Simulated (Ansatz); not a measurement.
```xyz
10

B    -0.5253   -0.0484   -0.8029
H     0.1362    0.9740   -1.0172
F    -0.0271   -1.1615   -1.4330
F    -1.8685    0.1552   -0.9955
H     0.6090   -0.3619    1.0799
N    -0.3728   -0.3815    0.8067
H     1.5382    0.9822   -0.3492
F     2.1469    0.8460    0.3544
H    -0.7588   -1.3039    0.9911
H    -0.8778    0.2996    1.3654
```

The reactant side of a reaction path; geometry: PBE0-D4/def2-TZVP.

Method: RKS PBE0-D4/def2-TZVPP (Ansatz).

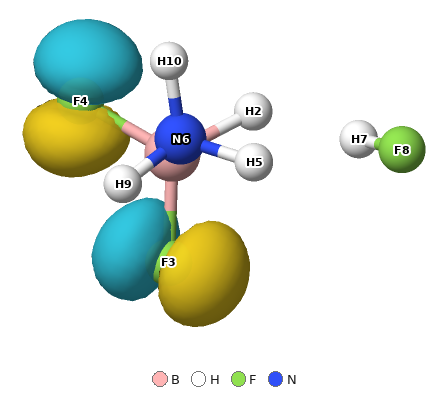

BF2H4N···HF. The HOMO−1 at ±0.2 Å⁻³ᐟ² (yellow and cyan are the two phases), seen from one side.

Where does this orbital lie, and at what energy?

By Hirshfeld shares it lies mainly on F3 (about 45 %) and F4 (about 45 %); largely a combination of lone pairs on F3 and F4. Its energy is −10.65 eV.
